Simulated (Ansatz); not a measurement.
Input

```
basis:
  gaussian:
    orbitals: def2-TZVPD
crystal:
  periodic: [false, false, false]
  atoms:
    - {symbol: F, position_ang: [0.811074, 2.088977, -1.400970]}
    - {symbol: F, position_ang: [-0.642907, -2.304412, 0.384540]}
    - {symbol: Ga, position_ang: [-0.347176, 0.778977, -1.131116]}
    - {symbol: Ge, position_ang: [0.612906, -1.086928, 0.186372]}
    - {symbol: H, position_ang: [-1.761578, 1.042964, -1.775317]}
    - {symbol: H, position_ang: [1.795562, -1.797565, -0.525920]}
    - {symbol: H, position_ang: [1.042209, -0.670988, 1.619410]}
output: {forces: true, orbitals: {seedname: orbitals}}
hamiltonian:
  xc: {name: PBE0}
```

Launched as:

```sh
ansatz run input.yaml --threads 1 --pin off --max-ram 2610MiB --events-out events.jsonl --progress --plain --runs-dir runs
```

Geometry: B3LYP/6-31G*.

These are results of Ansatz 0.2.0, isolated molecule in a Gaussian basis; Kohn-Sham density functional theory, functional PBE0, not measurements.

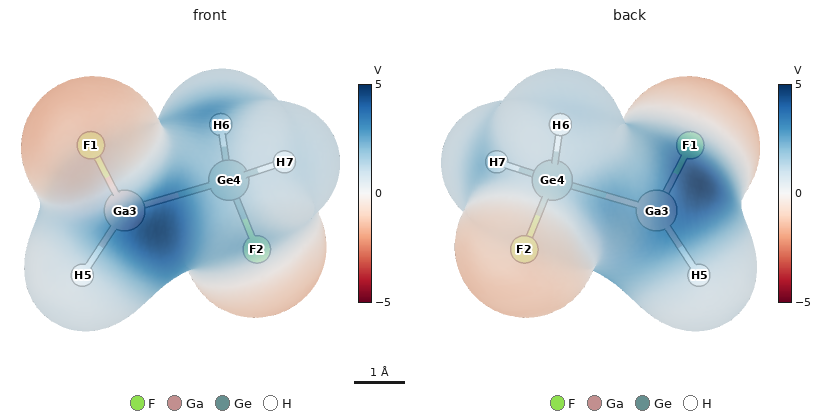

F₂GaGeH₃ (SMILES [F][GaH][GeH2][F]). The electrostatic potential painted on the density surface at 0.004 e/bohr³, seen from the front and from behind; the colour scale runs from red (negative) to blue (positive).

> Which sites attract a positive test charge, and which a negative one?

A positive charge is drawn to the negative regions and a negative charge to the positive ones. The most negative region (about −1.5 V) lies over F1, the most positive (about +4.8 V) over Ga3.

> How polar is the molecule by this calculation?

Its dipole moment is 0.16 D.
